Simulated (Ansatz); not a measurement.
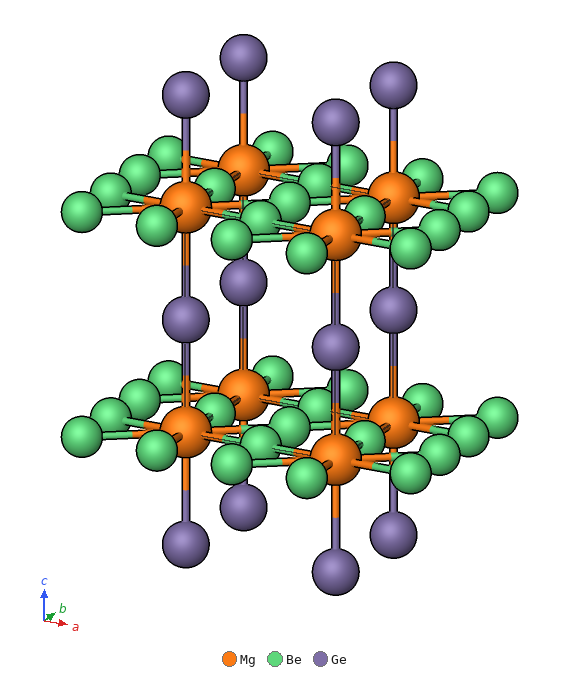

Shown here is a ball-and-stick view of the crystal, taken slightly off an axis. The simulation cell is drawn as a box. Outside the box, the atoms bonded to those within are drawn.

Input
```yaml
crystal:
  lattice:
    - [4.745252107, 0.0, 0.0]
    - [-2.3726260535, 4.1095088721, 0.0]
    - [0.0, 0.0, 5.056583524]
  atoms:
    - { symbol: Mg, position: [0.0, 0.0, 0.0] }
    - { symbol: Be, position: [0.5, 0.0, 0.0] }
    - { symbol: Be, position: [0.0, 0.5, 0.0] }
    - { symbol: Be, position: [0.5, 0.5, 0.0] }
    - { symbol: Ge, position: [0.0, 0.0, 0.5] }
basis:
  ecutwfc: 420
kpoints:
  mp_grid: { grid: [12, 12, 8] }
  band_path:
    path:
      - [[0.0, 0.0, 0.0], [0.5, 0.0, 0.0], [0.33333333, 0.33333333, 0.0], [0.0, 0.0, 0.0], [0.0, 0.0, 0.5], [0.5, 0.0, 0.5], [0.33333333, 0.33333333, 0.5], [0.0, 0.0, 0.5]]
      - [[0.5, 0.0, 0.5], [0.5, 0.0, 0.0]]
      - [[0.33333333, 0.33333333, 0.5], [0.33333333, 0.33333333, 0.0]]
    npoints: 14
hamiltonian:
  xc: pbe
scf:
  occupations: { method: gaussian, width: 0.1 }
  n_extra_bands: 12
output:
  forces: true
  stress: true
  eigenvalues: true
  populations: true
  dos: { projected: true, de: 0.02, nscf_kmesh: { grid: [15, 15, 10] } }
  bader: true
  write_density: true
  write_potential: true
  elf: true
  volumetric_format: npy
```
Run as:
```sh
ansatz run input.yaml --threads 1 --pin off --max-ram 2560MiB --backend cpu --events-out ev --progress --plain --runs-dir out
```

Level of theory and settings: DFT PBE, scalar-relativistic, plane waves, PAW in Ansatz 0.2.0, a kinetic-energy cutoff of 420 eV, 12×12×8 k-mesh, Gaussian smearing of 0.1 eV, no spin polarisation.

> Predict the Bader charges.

Mg +1.37 e; Be -0.33 e; Ge -0.39 e.

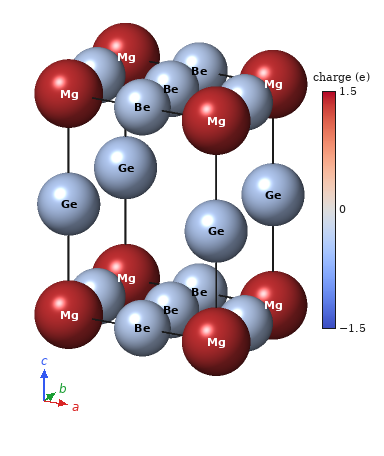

The atoms coloured by those charges.

Starting structure: a random cell made by a generator, so it need not be a real form of the compound. Earlier steps of the study may have refined or changed the cell and positions. It was run through Ansatz as a DFT input.
